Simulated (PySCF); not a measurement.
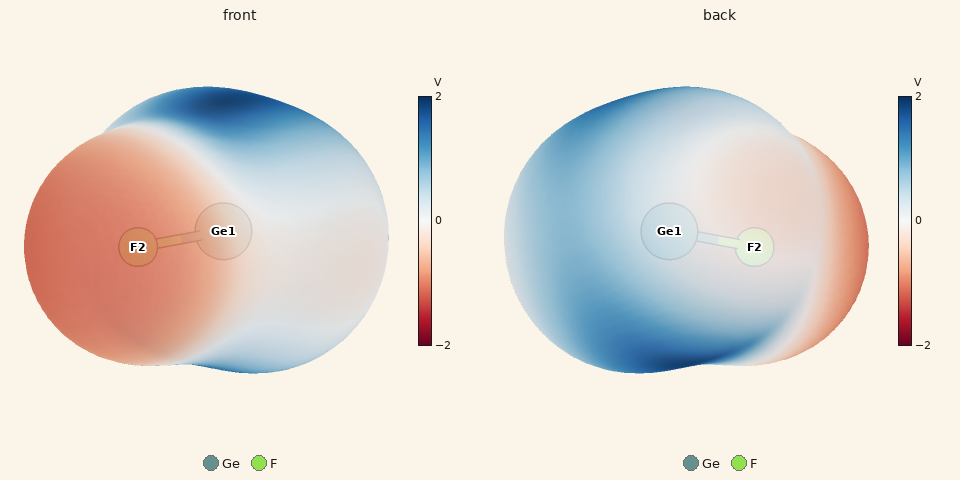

The picture shows: GeF (doublet). The molecular electrostatic potential painted on the density surface at 0.001 e/bohr³, seen from the front and from behind; red is negative and blue positive.

The calculation used PySCF 2.14.0, PBE0/cc-pVTZ(-PP), non-relativistic Hamiltonian with scalar-relativistic core potentials where named, at a bond length of 1.759 Å.

Question: Where is the surface potential most negative and most positive?

Answer: The most negative region (about −1.1 V, or −25 kcal/mol for a unit charge) lies over F2, the most positive (about +1.9 V, or +44 kcal/mol for a unit charge) over Ge1.
